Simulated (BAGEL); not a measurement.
# RI-MP2/def2-SVP (density fitting with qzvpp-jkfit) run of C3H4FN (SMILES [H]/N=C(\F)C=C)

What is the energy change on altering one bond length of C3H4FN at RI-MP2/def2-SVP (density fitting with qzvpp-jkfit)? 

The calculation is run with BAGEL 1.2.2.

### 1 The structure to begin with

C3H4FN has 9 atoms, charge 0, and is taken as a singlet. As SMILES, `[H]/N=C(\F)C=C`. Geometry: relaxed at PBE0-D4/def2-TZVP. This is one conformer, not always the lowest.

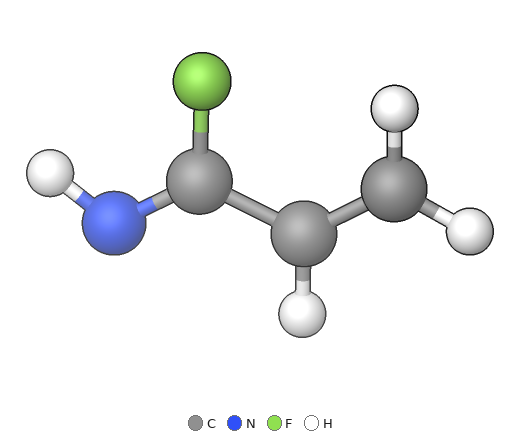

Viewed from a chosen angle; carbon grey, nitrogen blue, fluorine green, hydrogen white.

### 2 The energy at RI-MP2/def2-SVP (density fitting with qzvpp-jkfit)

calc.json reads:

```json
{ "bagel" : [

{
  "title" : "molecule",
  "basis" : "svp",
  "df_basis" : "qzvpp-jkfit",
  "angstrom" : "true",
  "geometry" : [
    { "atom" : "C", "xyz" : [   -0.024500,    0.153200,   -1.566100 ] },
    { "atom" : "C", "xyz" : [    0.150100,   -0.509500,   -0.429000 ] },
    { "atom" : "C", "xyz" : [   -0.020000,    0.085300,    0.889900 ] },
    { "atom" : "N", "xyz" : [    0.143400,   -0.534100,    1.965100 ] },
    { "atom" : "F", "xyz" : [   -0.376000,    1.387900,    0.854800 ] },
    { "atom" : "H", "xyz" : [    0.114700,   -0.336200,   -2.522000 ] },
    { "atom" : "H", "xyz" : [   -0.310000,    1.198000,   -1.573300 ] },
    { "atom" : "H", "xyz" : [    0.435500,   -1.554200,   -0.408600 ] },
    { "atom" : "H", "xyz" : [   -0.024500,    0.063400,    2.772000 ] }
  ]
},
{ "title" : "hf" },
{ "title" : "mp2", "ncore" : 5 }

]}
```

Run with:

```
$ BAGEL_NUM_THREADS=1 BAGEL calc.json > calc.out
```

The log of the run:

```text
* using 1 threads per process

  ===============================================================
  ===============================================================

  *** Geometry ***

  { "atom" : "C", "xyz" : [     -0.046298,      0.289506,     -2.959500 ] },
  { "atom" : "C", "xyz" : [      0.283648,     -0.962815,     -0.810693 ] },
  { "atom" : "C", "xyz" : [     -0.037795,      0.161194,      1.681667 ] },
  { "atom" : "N", "xyz" : [      0.270987,     -1.009303,      3.713501 ] },
  { "atom" : "F", "xyz" : [     -0.710537,      2.622751,      1.615338 ] },
  { "atom" : "H", "xyz" : [      0.216752,     -0.635326,     -4.765889 ] },
  { "atom" : "H", "xyz" : [     -0.585815,      2.263892,     -2.973106 ] },
  { "atom" : "H", "xyz" : [      0.822976,     -2.937012,     -0.772142 ] },
  { "atom" : "H", "xyz" : [     -0.046298,      0.119809,      5.238321 ] },

  Number of auxiliary basis functions:      451

  Since a DF basis is specified, we compute 2- and 3-index integrals:
    o Being stored without compression. Storage requirement is 0.029 GB

  Number of basis functions:       90
  Number of electrons      :       38

    * METHOD: MOLECULE                             0.18

  *** RHF ***

  === Nuclear Repulsion ===
   161.5620718595

      * DIIS with orbital gradients will be used.

  === RHF iteration (svp) ===
      0       -269.38598621          0.01691386           0.05
      1       -269.53287873          0.00976235           0.05
      2       -269.57966076          0.00181414           0.05
      3       -269.58216853          0.00067832           0.06
      4       -269.58249482          0.00017736           0.05
      5       -269.58254919          0.00009699           0.05
      6       -269.58256040          0.00004144           0.06
      7       -269.58256346          0.00001169           0.06
      8       -269.58256358          0.00000472           0.05
      9       -269.58256360          0.00000210           0.05
     10       -269.58256361          0.00000078           0.05
     11       -269.58256361          0.00000024           0.05
     12       -269.58256361          0.00000013           0.05
     13       -269.58256361          0.00000005           0.06
     14       -269.58256361          0.00000002           0.06
     15       -269.58256361          0.00000001           0.06
    * SCF iteration converged.

    * Permanent dipole moment:
           (    0.044423,    -0.173880,     0.552535) a.u.

    * METHOD: HF                                   0.99

  *** RHF ***

  === Nuclear Repulsion ===
   161.5620718595

      * DIIS with orbital gradients will be used.

  === RHF iteration (svp) ===
      0       -269.58256361          0.00000001           0.05
    * SCF iteration converged.

    * Permanent dipole moment:
           (    0.044424,    -0.173881,     0.552536) a.u.

  === DF-MP2 calculation ===

    * freezing 5 orbitals
    * 3-index integral transformation done
    * assembly done

      MP2 correlation energy:   -0.7348959629      0.05

      MP2 total energy:       -270.3174595724

    * METHOD: MP2                                  0.17

  ===============================================================
```

Run time: 1.5 s. Hardware: 1 thread of Arm Neoverse V2, shared host; peak memory 0.12 GiB.

### 3 The distorted shape at the same level

calc.json reads:

```json
{ "bagel": [

{
  "title": "molecule",
  "basis": "svp",
  "df_basis": "qzvpp-jkfit",
  "angstrom": "true",
  "geometry": [
    { "atom": "C", "xyz": [      -0.234016,       0.948426,      -2.930595 ] },
    { "atom": "C", "xyz": [       0.150100,      -0.509500,      -0.429000 ] },
    { "atom": "C", "xyz": [      -0.020000,       0.085300,       0.889900 ] },
    { "atom": "N", "xyz": [       0.143400,      -0.534100,       1.965100 ] },
    { "atom": "F", "xyz": [      -0.376000,       1.387900,       0.854800 ] },
    { "atom": "H", "xyz": [      -0.094816,       0.459026,      -3.886495 ] },
    { "atom": "H", "xyz": [      -0.519516,       1.993226,      -2.937795 ] },
    { "atom": "H", "xyz": [       0.435500,      -1.554200,      -0.408600 ] },
    { "atom": "H", "xyz": [      -0.024500,       0.063400,       2.772000 ] }
  ]
},

{
  "title": "hf"
},

{
  "title": "mp2",
  "ncore": 5
}

]}
```

Run with:

```
$ BAGEL_NUM_THREADS=1 BAGEL calc.json > calc.out
```

The log of the run:

```text
* using 1 threads per process

  ===============================================================
  ===============================================================

  *** Geometry ***

  { "atom" : "C", "xyz" : [     -0.442226,      1.792265,     -5.538022 ] },
  { "atom" : "C", "xyz" : [      0.283648,     -0.962815,     -0.810693 ] },
  { "atom" : "C", "xyz" : [     -0.037795,      0.161194,      1.681667 ] },
  { "atom" : "N", "xyz" : [      0.270987,     -1.009303,      3.713501 ] },
  { "atom" : "F", "xyz" : [     -0.710537,      2.622751,      1.615338 ] },
  { "atom" : "H", "xyz" : [     -0.179176,      0.867433,     -7.344411 ] },
  { "atom" : "H", "xyz" : [     -0.981743,      3.766651,     -5.551628 ] },
  { "atom" : "H", "xyz" : [      0.822976,     -2.937012,     -0.772142 ] },
  { "atom" : "H", "xyz" : [     -0.046298,      0.119809,      5.238321 ] },

  Number of auxiliary basis functions:      451

  Since a DF basis is specified, we compute 2- and 3-index integrals:
    o Being stored without compression. Storage requirement is 0.029 GB

  Number of basis functions:       90
  Number of electrons      :       38

    * METHOD: MOLECULE                             0.17

  *** RHF ***

  === Nuclear Repulsion ===
   141.6781692134

      * DIIS with orbital gradients will be used.

  === RHF iteration (svp) ===
      0       -268.78781461          0.02107276           0.05
      1       -267.97949100          0.03590706           0.05
      2       -269.04301257          0.01264449           0.05
      3       -269.14621280          0.00551439           0.05
      4       -269.18364229          0.00306840           0.05
      5       -269.19782212          0.00169598           0.05
      6       -269.20571275          0.00069921           0.05
      7       -269.20699936          0.00018403           0.05
      8       -269.20702239          0.00005373           0.05
      9       -269.20702719          0.00002060           0.05
     10       -269.20702764          0.00000816           0.05
     11       -269.20702770          0.00000313           0.05
     12       -269.20702771          0.00000168           0.05
     13       -269.20702772          0.00000104           0.05
     14       -269.20702772          0.00000090           0.05
     15       -269.20702772          0.00000089           0.05
     16       -269.20702772          0.00000088           0.05
     17       -269.20702772          0.00000079           0.05
     18       -269.20702771          0.00000055           0.05
     19       -269.20702770          0.00000019           0.05
     20       -269.20702770          0.00000010           0.05
     21       -269.20702770          0.00000006           0.05
     22       -269.20702770          0.00000003           0.05
     23       -269.20702770          0.00000002           0.05
     24       -269.20702770          0.00000002           0.05
     25       -269.20702770          0.00000001           0.05
     26       -269.20702770          0.00000001           0.05
     27       -269.20702770          0.00000001           0.05
     28       -269.20702770          0.00000001           0.05
     29       -269.20702770          0.00000001           0.05
    * SCF iteration converged.

    * Permanent dipole moment:
           (    0.199666,    -0.774653,     2.111131) a.u.

    * METHOD: HF                                   1.61

  *** RHF ***

  === Nuclear Repulsion ===
   141.6781692134

      * DIIS with orbital gradients will be used.

  === RHF iteration (svp) ===
      0       -269.20702770          0.00000001           0.05
    * SCF iteration converged.

    * Permanent dipole moment:
           (    0.199666,    -0.774653,     2.111131) a.u.

  === DF-MP2 calculation ===

    * freezing 5 orbitals
    * 3-index integral transformation done
    * assembly done

      MP2 correlation energy:   -0.6926710067      0.04

      MP2 total energy:       -269.8996987039

    * METHOD: MP2                                  0.16

  ===============================================================
```

Wall time 2.1 s (1 thread of Arm Neoverse V2, shared host); peak memory 0.12 GiB.

### 4 Summary of results

Level: RI-MP2/def2-SVP (density fitting with qzvpp-jkfit), 5 core orbitals frozen.

| quantity | value |
| --- | --- |
| first shape: total energy | -270.31746 Eh |
| first shape: correlation energy (5 core orbitals frozen) | -734.9 mEh |
| distorted shape: total energy | -269.89970 Eh |
| distorted shape: correlation energy (5 core orbitals frozen) | -692.7 mEh |
| energy change with the C1–C2 bond stretched from 1.328 to 2.921 Å | 11.368 eV |

**Reading.** One bond (distorted shape) is far stretched, which a spin-restricted single reference describes badly; perturbation theory on it can break down and give far too much correlation. With the C1–C2 bond stretched from 1.328 to 2.921 Å the energy rises by 11.37 eV (262 kcal/mol). The first shape isn't relaxed at this level, so the change isn't measured from a minimum. A restricted reference can't describe the breaking bond well at this length.
